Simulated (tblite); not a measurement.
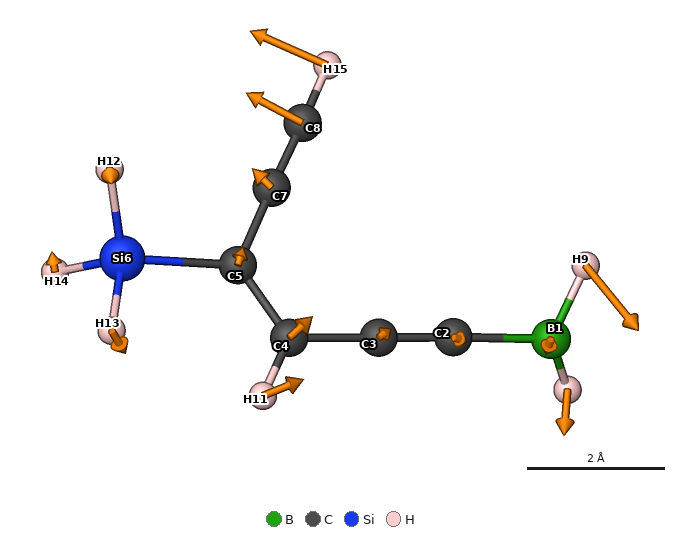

This is a relaxation of C$_{6}$H$_{7}$BSi. The starting structure is drawn; orange arrows show the displacements, 3 times their true length. The two geometries are superimposed by the best rigid fit.

Style: ball-and-stick. Shown at a tilt.

Level of theory: GFN2-xTB geometry optimisation, gas phase (tblite). 

### Which element moves most?

Hydrogen: up to 0.49 Å, against 0.32 Å for carbon.

### What did the optimiser do to the structure, and how much energy did it gain?

An H atom moves most after the best rigid fit: 0.49 Å. Largest moves by element: H 0.49 Å, C 0.32 Å, B 0.12 Å, Si 0.01 Å. Among the contacts that change: B–C 1.565 → 1.487 Å, C–C 1.449 → 1.397 Å, C–Si 1.849 → 1.891 Å, C–C 1.312 → 1.352 Å. Bond angles that change, for instance: H–B–H 113.3° → 120.8°, C–C–H 122.6° → 115.9°, C–C–C 118.4° → 124.2°. After 76 geometry steps the energy has fallen by 0.554 eV. The run took 0.5 s on 1 thread of Arm Neoverse V1 (shared host).
